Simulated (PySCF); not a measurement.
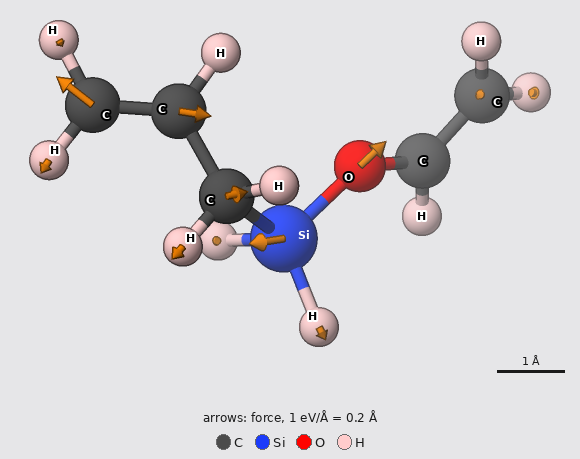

Starting geometry of C5H10OSi with the computed forces as orange arrows. A ball-and-stick model, seen at a tilt.

The start comes from GFN2-xTB. Its atoms were then displaced at random by about 0.01 Å.

The calculation used PBE0-D3(BJ)/def2-SVP geometry optimisation, gas phase (PySCF). 

**Is this structure relaxed? If not, where do the atoms go?**

It isn't relaxed: the largest force vector, on a C atom, is 3.54 eV/Å. The final displacements have little in common with the starting forces (cosine between the two patterns 0.04). Over 18 geometry steps the energy falls by 36.6 kJ/mol. The largest move after the best rigid fit is that of an H atom, 0.93 Å. By element the largest moves are H 0.93 Å, C 0.29 Å, Si 0.27 Å, O 0.22 Å. Among the contacts that change: O–Si 1.595 → 1.680 Å, C–Si 1.940 → 1.875 Å, H–Si 1.441 → 1.495 Å, C–C 1.291 → 1.335 Å. Bond angles that change, for instance: Si–O–C 130.9° → 127.5°, O–Si–H 111.8° → 108.6°, O–Si–H 112.9° → 109.9°. Groups turn about O–Si by about 30°. Cost: 3.3 min on 1 thread of Arm Neoverse V1, on a shared host.
